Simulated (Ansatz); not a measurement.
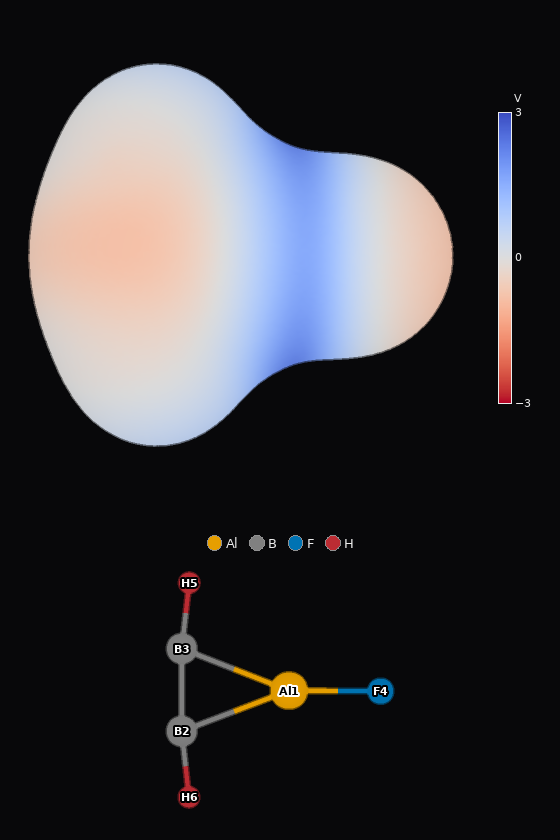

Figure. AlB2FH2. The molecular electrostatic potential painted on the density surface at 0.001 e/bohr³, seen across its widest extent; the colour scale runs from red (negative) to blue (positive). The bare structure is drawn below in the same view.

Geometry: PBE0-D3(BJ)/def2-SVP.

The calculation used Ansatz, isolated molecule in a Gaussian basis; Kohn-Sham density functional theory, functional PBE0.

```yaml
atoms:
  - { symbol: Al, position_ang: [-0.3232, -0.1344, 0.0285] }
  - { symbol: B, position_ang: [-0.1777, 1.1559, 1.6501] }
  - { symbol: B, position_ang: [0.4388, 1.7563, 0.4283] }
  - { symbol: F, position_ang: [-0.7107, -1.4929, -0.8351] }
  - { symbol: H, position_ang: [0.8996, 2.1275, -0.6160] }
  - { symbol: H, position_ang: [-0.7001, 0.5686, 2.5571] }
```

Describe the electrostatic potential map.

The most negative region (about −0.8 V) lies over H6, the most positive (about +2.1 V) over Al1.

How polar is the molecule by this calculation?

Its dipole moment is 0.94 D.
